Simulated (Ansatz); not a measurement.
# Tc of Ti (P6_3/mmc) from its phonons

Wanted: λ, ω_log and Tc of Ti (P6_3/mmc). The cell shown first is a relaxed one, from steps not shown here.

Program: Ansatz 0.2.0. Level of theory: DFT PBE, scalar-relativistic, plane waves, PseudoDojo norm-conserving pseudopotentials, in the first sound run; inputs show where later runs differ. Results are calculated unless marked as measured.

**1. The cell after earlier relaxation steps**

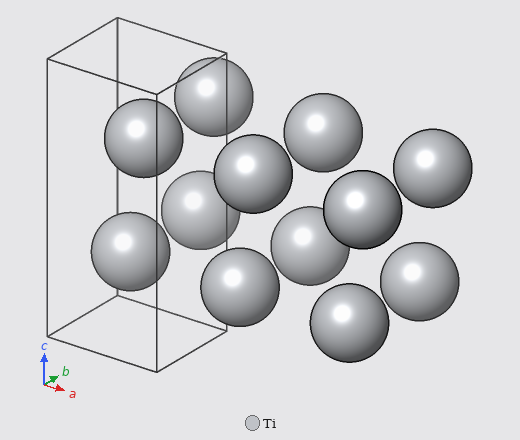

Start, viewed slightly off an axis; titanium light grey. 3×2×1 cells are drawn.

Structure file:

```cif
data_structure
_symmetry_space_group_name_H-M 'P6_3/mmc'
_symmetry_Int_Tables_number 194
_cell_length_a 2.9384
_cell_length_b 2.9384
_cell_length_c 4.6540
_cell_angle_alpha 90.000
_cell_angle_beta 90.000
_cell_angle_gamma 120.000
_cell_volume 34.80
loop_
_atom_site_label
_atom_site_type_symbol
_atom_site_symmetry_multiplicity
_atom_site_Wyckoff_symbol
_atom_site_fract_x
_atom_site_fract_y
_atom_site_fract_z
_atom_site_occupancy
Ti1 Ti 2 c 0.33333 0.66667 0.25000 1
```

**2. Resistivity: PseudoDojo files**

The run that gives the couplings also evaluates McMillan's and Allen and Dynes's formulas and, where asked, the Eliashberg equations, over a range of μ*.

input.yaml reads:

```yaml
crystal:
  lattice:
    - [2.9383772724, 0.0, 0.0]
    - [-1.4691886362, 2.5447093638, 0.0]
    - [0.0, 0.0, 4.6539813725]
  atoms:
    - { symbol: Ti, position: [0.3333333333, 0.6666666667, 0.25] }
    - { symbol: Ti, position: [0.6666666667, 0.3333333333, 0.75] }
kpoints:
  mp_grid: { grid: [12, 12, 9] }
hamiltonian:
  xc: pbe
  pseudopotentials: { kind: nc, accuracy: standard }
scf:
  occupations: { method: methfessel_paxton, width: 0.2 }
output:
  eigenvalues: true
phonons:
  method: dfpt
  qmesh: [6, 6, 3]
  temperatures: { t_max: 1000, t_step: 50 }
  qpath:
    path:
      - [[0.0, 0.0, 0.0], [0.5, 0.0, 0.0], [0.33333333, 0.33333333, 0.0], [0.0, 0.0, 0.0], [0.0, 0.0, 0.5], [0.5, 0.0, 0.5], [0.33333333, 0.33333333, 0.5], [0.0, 0.0, 0.5]]
      - [[0.5, 0.0, 0.5], [0.5, 0.0, 0.0]]
    npoints: 6
  electrical_resistivity:
    mesh: [24, 24, 12]
    temperatures: [20.0, 50.0, 80.0, 100.0, 150.0, 200.0, 273.0, 300.0, 400.0, 500.0, 600.0, 800.0]
  superconductivity: { mesh: [24, 24, 12], eliashberg_equations: false }
```

Started as:

```
ansatz run input.yaml --threads 16 --pin off --max-ram 92160MiB --backend cuda --events-out ev --progress --plain --runs-dir out --max-vram 78GiB
```

Numbers of over 12 decimals in the logs are rounded to 6 here.

What it wrote:

```text
Engine: ansatz 0.2.0, aarch64-unknown-linux-gnu
Pseudopotentials: kind: nc
Pseudopotential: Ti, nc, valence charge 12, recommended cutoff 1142.878222 eV (normal), Ti.nc.azcp (PseudoDojo's, or run here from an input of PseudoDojo's; its table is named by hamiltonian.pseudopotentials.accuracy)
Functional definition: PBE
  parameter kappa = 0.804
  parameter beta = 0.066725
  exchange = pbe_x(kappa = kappa, mu = beta*pi^2/3)
  correlation = pbe_c(beta = beta)
[...]
Crystal: 2 atoms, lattice volume = 34.799 Å³
Basis set: ecut = 1142.878222 eV, 3019 PW (Γ), exchange–correlation on 72×72×108 points (8 copies of the dense FFT grid, shifted against one another)
Bands: 16, of which v1, the nominal top of the filled ones, is band 12 counted from 1 (11 counted from 0)
Symmetry: 24 space group operations
k-points: 95 of 1296
Non-local potential: Ti, projectors of the file, l = 0: 2, l = 1: 2, l = 2: 2
Initial density: superposition of atomic densities (chi_scale 0.1, normalization cell)
Initial wavefunctions: pseudopotential atomic-orbital guess
[...]
Functional: x = pbe(κ = 0.804, μ = 0.219515), c = pbe(β = 0.066725)
[...]
SCF iter   1: F=—  HF=-3230.645970 eV  |F-HF|=—  |Δ(HF+E_count)|=         —  Δρ=5.93e-2  dr2=1.19e0  ethr=3.10e-3  ⟨swp⟩=5.1  Hψ=13188  notcnv=0
automatic band count: the SCF goes on with 20 bands, as 16 were too few: they end inside the smearing window of the response
preconditioner: auto → none  [metal: Δε(μ)=0.019 eV  Ē_g=4.502 eV  σ=0.200 eV  W_gap=0.08  n_scr=8 (ndim 8)  ℏωp=17.8 eV  f_vac=0.000  D(μ)=1.66/eV (n_scr^D=22)  sad-step TF]
SCF iter   2: F=—  HF=-3230.328220 eV  |F-HF|=—  |Δ(HF+E_count)|=   3.18e-1  S|Δr|=    0.00e0  Δρ=2.41e-2  dr2=1.93e-1  ethr=3.10e-3  ⟨swp⟩=2.8  Hψ=3687  notcnv=0  defer=63
[...]
SCF iter   9: F=-3230.283796 eV  HF=-3230.283796 eV  |F-HF|=0.00e0  |Δ(HF+E_count)|=  6.82e-12  S|Δr|=    0.00e0  Δρ=5.90e-8  dr2=6.55e-13  ethr=1.00e-12  ⟨swp⟩=9.5  Hψ=9202  notcnv=0
SCF 1 converged in 9 iterations: F = -3230.283796 eV  dr2 = 6.55e-13
[...]
NSCF: frozen V_eff on 95 k-points, pencils in batches of 32, up to order 80
[...]
NSCF: frozen V_eff on 95 k-points
[...]
DFPT response loops at q = (0, 0, 0) (fractional): preconditioner auto → Kerker (q_TF=auto, 2.564 Å⁻¹) (partly filled bands, converged f_vac=0.000); β = 1.00, the filter's whole step (`scf.mixing.beta` (0.50) is not read by the response loops under this deck's `scf.mixing.preconditioner`; to damp them name `kerker` or `kerker_dos`, under which they read `scf.mixing.beta`, and type it under 1.00, their step now; both keys bind the ground state too); Anderson in place of MSR1; while a model of the screening serves, it and β = 1 on shorter waves in the place of filter and β
[...]
NSCF: frozen V_eff on 95 k-points
[...]
DFPT response loops at q = (0, 0, 0.333333) (fractional): mixed as the last ones told, above
[...]
DFPT response loops at q = (0, 0.166667, 0) (fractional): mixed as the last ones told, above
[...]
DFPT response loops at q = (0, 0.166667, 0.333333) (fractional): mixed as the last ones told, above
[...]
DFPT response loops at q = (0, 0.333333, 0) (fractional): mixed as the last ones told, above
[...]
DFPT response loops at q = (0, 0.333333, 0.333333) (fractional): mixed as the last ones told, above
[...]
DFPT response loops at q = (0, -0.5, 0) (fractional): mixed as the last ones told, above
[...]
DFPT response loops at q = (0, -0.5, 0.333333) (fractional): mixed as the last ones told, above
[...]
DFPT response loops at q = (0.166667, 0.166667, 0) (fractional): mixed as the last ones told, above
[...]
DFPT response loops at q = (0.166667, 0.166667, 0.333333) (fractional): mixed as the last ones told, above
[...]
DFPT response loops at q = (0.166667, 0.333333, 0) (fractional): mixed as the last ones told, above
[...]
DFPT response loops at q = (0.166667, 0.333333, 0.333333) (fractional): mixed as the last ones told, above
[...]
DFPT response loops at q = (0.333333, 0.333333, 0) (fractional): mixed as the last ones told, above
[...]
SCF 2 converged in 9 iterations: F = -3230.283796 eV  dr2 = 6.65e-13
[...]
SCF converged after 9 iterations
[...]
mean free path at 50 K (of a tensor a third of its trace): 93.2 nm by what each carries, 60.2 by the Fermi surface alone
  Hall coefficient in a weak field at 50 K (a third of the trace): 2.302e-10 m³/C (as a tensor it moves by 16.2 % between the two finest meshes); by each state's relaxation time: 1.502e-10 m³/C; by a constant relaxation time: -2.170e-11 m³/C
  mean free path at 80 K (of a tensor a third of its trace): 22.1 nm by what each carries, 17.4 by the Fermi surface alone
  Hall coefficient in a weak field at 80 K (a third of the trace): 7.499e-11 m³/C (as a tensor it moves by 18.3 % between the two finest meshes); by each state's relaxation time: 4.538e-11 m³/C; by a constant relaxation time: -2.246e-11 m³/C
  mean free path at 100 K (of a tensor a third of its trace): 13.4 nm by what each carries, 11.1 by the Fermi surface alone
  Hall coefficient in a weak field at 100 K (a third of the trace): 3.807e-11 m³/C (as a tensor it moves by 15.1 % between the two finest meshes); by each state's relaxation time: 2.384e-11 m³/C; by a constant relaxation time: -2.280e-11 m³/C
  mean free path at 150 K (of a tensor a third of its trace): 6.62 nm by what each carries, 5.82 by the Fermi surface alone
  Hall coefficient in a weak field at 150 K (a third of the trace): 8.765e-12 m³/C (as a tensor it moves by 10.5 % between the two finest meshes); by each state's relaxation time: 6.552e-12 m³/C; by a constant relaxation time: -2.330e-11 m³/C
  mean free path at 200 K (of a tensor a third of its trace): 4.48 nm by what each carries, 3.99 by the Fermi surface alone
  Hall coefficient in a weak field at 200 K (a third of the trace): 7.692e-13 m³/C (as a tensor it moves by 8.3 % between the two finest meshes); by each state's relaxation time: 9.203e-13 m³/C; by a constant relaxation time: -2.365e-11 m³/C
  mean free path at 273 K (of a tensor a third of its trace): 3.09 nm by what each carries, 2.76 by the Fermi surface alone
  Hall coefficient in a weak field at 273 K (a third of the trace): -5.302e-12 m³/C (as a tensor it moves by 6.0 % between the two finest meshes); by each state's relaxation time: -4.222e-12 m³/C; by a constant relaxation time: -2.423e-11 m³/C
  mean free path at 300 K (of a tensor a third of its trace): 2.78 nm by what each carries, 2.48 by the Fermi surface alone
  Hall coefficient in a weak field at 300 K (a third of the trace): -7.134e-12 m³/C (as a tensor it moves by 5.4 % between the two finest meshes); by each state's relaxation time: -5.892e-12 m³/C; by a constant relaxation time: -2.450e-11 m³/C
  mean free path at 400 K (of a tensor a third of its trace): 2.03 nm by what each carries, 1.81 by the Fermi surface alone
  Hall coefficient in a weak field at 400 K (a third of the trace): -1.330e-11 m³/C (as a tensor it moves by 3.4 % between the two finest meshes); by each state's relaxation time: -1.171e-11 m³/C; by a constant relaxation time: -2.575e-11 m³/C
  mean free path at 500 K (of a tensor a third of its trace): 1.61 nm by what each carries, 1.42 by the Fermi surface alone
  Hall coefficient in a weak field at 500 K (a third of the trace): -1.889e-11 m³/C (as a tensor it moves by 2.2 % between the two finest meshes); by each state's relaxation time: -1.714e-11 m³/C; by a constant relaxation time: -2.726e-11 m³/C
  mean free path at 600 K (of a tensor a third of its trace): 1.34 nm by what each carries, 1.17 by the Fermi surface alone
  Hall coefficient in a weak field at 600 K (a third of the trace): -2.385e-11 m³/C (as a tensor it moves by 1.7 % between the two finest meshes); by each state's relaxation time: -2.203e-11 m³/C; by a constant relaxation time: -2.871e-11 m³/C
  mean free path at 800 K (of a tensor a third of its trace): 0.998 nm by what each carries, 0.869 by the Fermi surface alone
  Hall coefficient in a weak field at 800 K (a third of the trace): -3.103e-11 m³/C (as a tensor it moves by 2.4 % between the two finest meshes); by each state's relaxation time: -2.923e-11 m³/C; by a constant relaxation time: -3.004e-11 m³/C
  the resistivity times a path that all electrons share, by the Fermi surface of the deck's mesh alone (a third of the trace): 1.179e-15 Ω·m²
  not converged in the mesh (λ; λ_tr; the resistivity at 20 K by 32.41 %; the resistivity at 50 K by 13.56 %; the resistivity at 80 K by 4.59 %; the resistivity at 100 K by 2.25 %; the resistivity at 150 K by 2.27 %; the resistivity at 800 K by 2.66 %): between neighbouring meshes, the two finest first, λ moves by 2.30 % and 22.86 %, λ_tr by 1.69 % and 18.54 % and the resistivity by up to 32.41 % and 49.80 %; an estimate, no bound, puts it up to 9.6e-7 % above the Boltzmann equation's exact value after up to 8 iterations (at most 30 are made, fewer where the estimate is under 1.0e-6 % of each spin channel's own resistivity)
  vibrations of 108 cells: unjudged by the run; compare a larger repeat
  the changes of the potential over all sites missed a rigid shift's by 0.00 % (the site terms' by 0.00 %)
  at the force constants' own smearing the fine mesh and the k-points of their solves give squared frequencies that differ by 4.0 % of the larger at the most, at (0.3333, 0.3333, 0.3333)
--- Superconductivity: potentials and phonons of a 6×6×3 supercell ---
  pairing by harmonic phonons, in the closed forms alone; spin fluctuations are left out, and so is spin–orbit coupling
           mesh         λ    ħω_log (meV)  μ* declared at (meV)
       24×24×12    0.5460          16.363               19.707
        12×12×6    0.5334          16.516               19.664
          6×6×3    0.6554          18.135               20.800
  λ by the species' shares of the modes' patterns: Ti 0.5460
  transition temperature on the deck's mesh (K), isotropic and anisotropic, restricted to the Fermi surface (FSR) and over the full bandwidth (FBW), and the last with the density of states resolved in a narrower window:
        μ*   McMillan   Allen–Dynes      iso. FSR      iso. FBW    aniso. FSR    aniso. FBW  narrow window
      0.08      4.059         4.175             -             -             -             -              -
      0.10      3.200         3.282             -             -             -             -              -
      0.12      2.440         2.498             -             -             -             -              -
      0.13      2.100         2.147             -             -             -             -              -
      0.14      1.787         1.826             -             -             -             -              -
      0.16      1.245         1.269             -             -             -             -              -
      0.20      0.490         0.498             -             -             -             -              -
  not judged without the Eliashberg equations: between neighbouring meshes, the two finest first, λ moves by 2.30 % and 22.86 %
  vibrations of 108 cells: unjudged by the run; compare a larger repeat
  the changes of the potential over all sites missed a rigid shift's by 0.00 % (the site terms' by 0.00 %)
  at the force constants' own smearing the fine mesh and the k-points of their solves give squared frequencies that differ by 4.0 % of the larger at the most, at (0.3333, 0.3333, 0.3333)
```

Run time: 2.2 min. Hardware: 1 × NVIDIA GB200 with 16 threads of Arm Neoverse V2, shared host; peak memory 8.4 GiB.

Numbers from this step:

* volume per atom: 17.40 Å³/atom
* metallic on mesh: yes
* gap on the k-mesh: 0 eV
* zero-point energy: 0.06738 eV/cell
* share of imaginary modes in the plain interpolation between solved wavevectors: 0
* highest frequency, solved or plainly interpolated: 282.3 cm⁻¹
* Debye temperature (second moment): 352 K
* resistivity at 300 K: 47.58 μΩ cm, mean of the axes
* coupling constant λ: 0.546
* density of states at the Fermi level: 0.8982 states/eV a spin and cell
* log mean phonon energy ħω_log: 16.36 meV
* transport coupling constant λ_tr: 0.593, 0.593, 0.6388 (xx, yy, zz)
* Drude plasma energy: 3.796, 3.796, 3.836 eV (xx, yy, zz)
* resistivity times mean free path: 12.51, 12.51, 10.37 × 10⁻¹⁶ Ω m² (xx, yy, zz)
* second-moment phonon energy ħω₂: 19.71 meV
* coupling λ by branch: 0.185, 0.121, 0.0562, 0.0671, 0.059, 0.0575 (branches by rank of frequency)

Transition temperatures:

```tsv
μ*	McMillan Tc (K)	Allen–Dynes Tc (K)
0.08	4.06	4.17
0.1	3.2	3.28
0.12	2.44	2.5
0.13	2.1	2.15
0.14	1.79	1.83
0.16	1.24	1.27
0.2	0.49	0.498
```

**3. Coupling and resistivity: finite displacements**

Finite displacements in a supercell are the other road to force constants and couplings; here with the base functional.

This step: DFT PBE, scalar-relativistic, plane waves, PAW; PAW set soft_1 (Ansatz 0.2.0).

input.yaml, as its differences from that of step 2:

```diff
@@ -2,5 +2,5 @@
   lattice:
-    - [2.9383772724, 0.0, 0.0]
-    - [-1.4691886362, 2.5447093638, 0.0]
-    - [0.0, 0.0, 4.6539813725]
+    - [2.9375799371, 0.0, 0.0]
+    - [-1.4687899685, 2.5440188512, 0.0]
+    - [0.0, 0.0, 4.6525729284]
   atoms:
@@ -12,3 +12,3 @@
   xc: pbe
-  pseudopotentials: { kind: nc, accuracy: standard }
+  pseudopotentials: { kind: paw, azcp: { folder: soft_1 } }
 scf:
@@ -18,4 +18,4 @@
 phonons:
-  method: dfpt
-  qmesh: [6, 6, 3]
+  method: fd
+  supercell: [6, 6, 3]
   temperatures: { t_max: 1000, t_step: 50 }
```

What it wrote:

```text
[...]
Crystal: 216 atoms, lattice volume = 3755.147 Å³
Basis set: ecut = 420 eV, 73433 PW (Γ), exchange–correlation on 240×240×192 points (8 copies of the dense FFT grid, shifted against one another)
Bands: 1728, of which v1, the nominal top of the filled ones, is band 1296 counted from 1 (1295 counted from 0)
Symmetry: 2592 space group operations
k-points: 4 of 12
[...]
SCF iter   1: F=—  HF=-539928.169430 eV  |F-HF|=—  |Δ(HF+E_count)|=         —  Δρ=5.79e-8  dr2=3.64e-11  ethr=1.00e-12  ⟨swp⟩=3.0  Hψ=18014  notcnv=0
[...]
SCF iter   2: F=-539928.169430 eV  HF=-539928.169430 eV  |F-HF|=9.31e-10  |Δ(HF+E_count)|=   2.10e-9  S|Δr|=    0.00e0  Δρ=3.44e-8  dr2=1.41e-11  ethr=1.00e-12  ⟨swp⟩=18.8  Hψ=33112  notcnv=0
SCF 1 converged in 2 iterations: F = -539928.169430 eV  dr2 = 1.41e-11
[...]
Symmetry: 1 space group operations
k-points: 8 of 12 (time reversal used)
[...]
iter 1 solved again at ethr=4.51e-8 eV; its pass at ethr=3.10e-3 eV (dr2=1.17e-3 eV) is discarded
[...]
SCF iter   8: F=-539928.169410 eV  HF=-539928.169410 eV  |F-HF|=1.16e-10  |Δ(HF+E_count)|=    0.00e0  S|Δr|=    0.00e0  Δρ=2.53e-9  dr2=2.27e-13  ethr=1.00e-12  ⟨swp⟩=3.6  Hψ=35648  notcnv=0
SCF 2 converged in 8 iterations: F = -539928.169410 eV  dr2 = 2.27e-13
[...]
Crystal: 2 atoms, lattice volume = 34.770 Å³
Basis set: ecut = 420 eV, 687 PW (Γ), exchange–correlation on 40×40×64 points (8 copies of the dense FFT grid, shifted against one another)
Bands: 16, of which v1, the nominal top of the filled ones, is band 12 counted from 1 (11 counted from 0)
[...]
SCF iter   1: F=—  HF=-4999.731598 eV  |F-HF|=—  |Δ(HF+E_count)|=         —  Δρ=5.92e-2  dr2=1.27e0  ethr=3.10e-3  ⟨swp⟩=2.9  Hψ=5540  notcnv=0
[...]
SCF iter   7: F=—  HF=-4999.334902 eV  |F-HF|=—  |Δ(HF+E_count)|=   4.85e-9  S|Δr|=    0.00e0  Δρ=9.41e-7  dr2=1.82e-10  ethr=4.90e-11  ⟨swp⟩=2.5  Hψ=2695  notcnv=0
[...]
SCF 3 converged in 8 iterations: F = -4999.334902 eV  dr2 = 3.05e-12
[...]
SCF converged after 2 iterations
[...]
vibrations of 108 cells: unjudged by the run; compare a larger repeat
[...]
--- Superconductivity: potentials and phonons of a 6×6×3 supercell ---
[...]
mesh         λ    ħω_log (meV)  μ* declared at (meV)
       24×24×12    0.5509          16.279               19.645
        12×12×6    0.5368          16.408               19.593
          6×6×3    0.6585          18.080               20.750
  λ by the species' shares of the modes' patterns: Ti 0.5509
[...]
0.08      4.149         4.269             -             -             -             -              -
      0.10      3.283         3.369             -             -             -             -              -
      0.12      2.516         2.576             -             -             -             -              -
      0.13      2.171         2.221             -             -             -             -              -
      0.14      1.853         1.894             -             -             -             -              -
      0.16      1.300         1.326             -             -             -             -              -
      0.20      0.523         0.532             -             -             -             -              -
[...]
vibrations of 108 cells: unjudged by the run; compare a larger repeat
[...]
```

The job ended after 2.2 min (1 × NVIDIA GB200 with 16 threads; peak memory 11 GiB; 15 min of CPU time).

Numbers from this step:

```yaml
volume_per_atom: 17.38 Å³/atom
zero_point_energy: 0.06723 eV/cell
highest_frequency_solved_or_plainly_interpolated: 281.9 cm⁻¹
debye_temperature_second_moment: 351 K
resistivity_at_300_k: 47.96 μΩ cm, mean of the axes
coupling_constant_lambda: 0.5509
density_of_states_at_the_fermi_level: 0.899 states/eV a spin and cell
log_mean_phonon_energy_omega_log: 16.28 meV
transport_coupling_constant_lambda_tr: 0.5991, 0.5991, 0.6461 (xx, yy, zz)
drude_plasma_energy: 3.797, 3.797, 3.84 eV (xx, yy, zz)
resistivity_times_mean_free_path: 12.51, 12.51, 10.34 × 10⁻¹⁶ Ω m² (xx, yy, zz)
second_moment_phonon_energy_omega: 19.64 meV
coupling_lambda_by_branch: 0.187, 0.122, 0.0564, 0.0677, 0.0593, 0.0581 (branches by rank of frequency)
```

Transition temperatures:

```tsv
μ*	McMillan Tc (K)	Allen–Dynes Tc (K)
0.08	4.15	4.27
0.1	3.28	3.37
0.12	2.52	2.58
0.13	2.17	2.22
0.14	1.85	1.89
0.16	1.3	1.33
0.2	0.523	0.532
```

(Continued in part 2 of 2.)

[Logs are printed without paths, hosts, clocks, repeated set-up lines and the standing remarks that a program may print on its own settings, such as how far it seeks lower states.]

[Hosts, paths, dates, database ids (printed as entryN), source tags and the programs' standing remarks are cut or masked in the printed files.]
